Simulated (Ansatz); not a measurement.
**CH4AlFOS: small, medium and large basis sets**

Aim: see how fast density functionals converge with the basis set for CH4AlFOS.

Computed with Ansatz 0.2.0, Gaussian basis. Level: one geometry, several basis sets.

Plan: PBE0-D4/def2-SVP; ωB97M-V/def2-SVP; PBE0-D4/def2-QZVPP; ωB97M-V/def2-QZVPP; the functionals' def2-TZVPP values are taken from earlier runs.

## (1) Structure used throughout

The geometry comes from an earlier relaxation with PBE0-D4 in a triple-zeta def2 set; it is a stationary point, not always the lowest conformer.

SMILES `[OH][Al]([SH])[CH2]F`, 9 atoms, charge 0, spin multiplicity 1.

Atoms are counted from 1 here; the program's logs count them from 0.

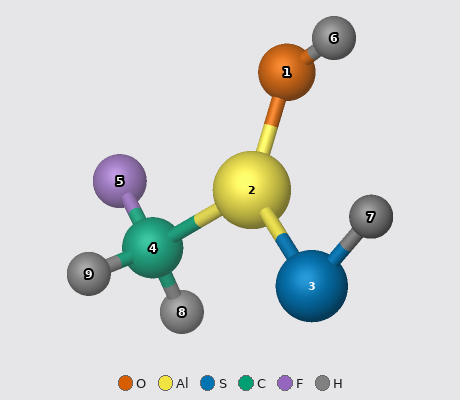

The geometry (oxygen orange, aluminium yellow, sulfur blue, carbon teal, fluorine purple, hydrogen grey); atoms are numbered from 1 in the order of the file.

## (2) PBE0-D4 in def2-SVP

in.yaml

```yaml
crystal:
  periodic: [false, false, false]
  atoms:
    - {symbol: O, position_ang: [0.014660, 1.795562, -0.652966]}
    - {symbol: Al, position_ang: [0.286248, 0.237227, -0.069229]}
    - {symbol: S, position_ang: [2.285344, -0.544213, 0.363614]}
    - {symbol: C, position_ang: [-1.229762, -0.982754, 0.258825]}
    - {symbol: F, position_ang: [-2.453918, -0.396230, -0.055327]}
    - {symbol: H, position_ang: [0.678395, 2.454719, -0.842091]}
    - {symbol: H, position_ang: [2.907234, 0.590925, 0.002162]}
    - {symbol: H, position_ang: [-1.134218, -1.903047, -0.331200]}
    - {symbol: H, position_ang: [-1.265682, -1.298688, 1.309110]}
basis:
  gaussian: {orbitals: def2-SVP}
hamiltonian: {xc: pbe0, dispersion: d4}
output: {orbitals: {seedname: orbitals}}
```

On the command line:

```console
> ansatz run in.yaml --threads 4 --pin off --events-out ev --progress --plain --max-ram 10444MiB
```

Further steps of the session: ωB97M-V in def2-SVP; PBE0-D4 in def2-QZVPP; ωB97M-V in def2-QZVPP.

Before running them: what should the planned runs give, taken together? Wanted: PBE0-D4: double and triple zeta above quadruple; ωB97M-V: double and triple zeta above quadruple.

The runs gave:

| quantity | value |
| --- | --- |
| PBE0-D4: double and triple zeta above quadruple | 14.29, 0.87 eV |
| ωB97M-V: double and triple zeta above quadruple | 14.39, 0.83 eV |

**Reading.** For PBE0-D4 the step from double to triple zeta gains 13.41 eV and the next only 0.87 eV. These are total energies; as a rule much of such shifts cancels in differences, which this series doesn't test. The LUMO of ωB97M-V is positive and keeps falling with the basis (1.42 to 0.58 eV): an unbound level that the basis holds in place.
